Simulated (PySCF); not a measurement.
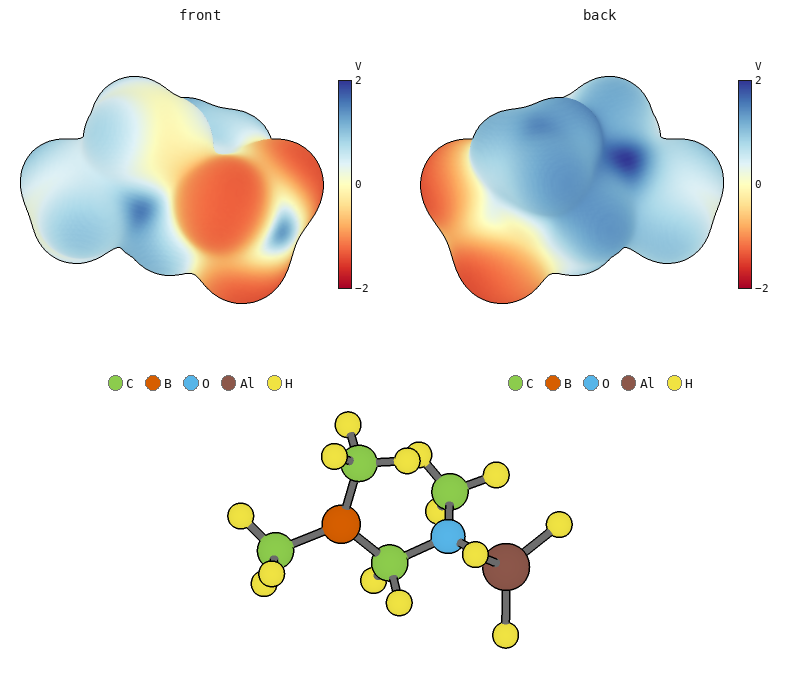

*C₄H₁₄AlBO (SMILES CB(C)C[O+](C)[AlH3-]). The molecular electrostatic potential painted on the density surface at 0.002 e/bohr³, seen from the front and from behind; the colour scale runs from red (negative) to blue (positive). The bare structure is drawn below in the same view.*

Geometry: GFN2-xTB.

Theory: PySCF 2.14.0, PBE0/pcSseg-1, SCF density, gas phase, non-relativistic.

```xyz
21

C    -2.3246    1.1000   -0.8680
B    -1.1897    0.3155   -0.1131
C    -1.5325   -0.7888    0.9495
C     0.3132    0.6283   -0.5174
O     1.3441   -0.0087    0.2459
C     1.5650    0.5599    1.5134
Al    2.0954   -1.4680   -0.6339
H    -2.6900    0.4736   -1.6824
H    -1.9984    2.0354   -1.3158
H    -3.1898    1.3050   -0.2421
H    -0.7390   -1.5286    1.0508
H    -2.4563   -1.3130    0.7144
H    -1.6848   -0.3461    1.9351
H     0.4508    0.2183   -1.5296
H     0.5477    1.6984   -0.5926
H     2.3456   -0.0349    1.9860
H     0.6566    0.5316    2.1194
H     1.9019    1.5969    1.4155
H     0.8136   -2.3412   -0.9333
H     2.7048   -0.7136   -1.8847
H     3.0574   -1.9032    0.5370
```

Where is the surface potential most negative and most positive?

Answer. The most negative region (about −1.3 V) lies over H20 and H21, the most positive (about +1.8 V) over B2.
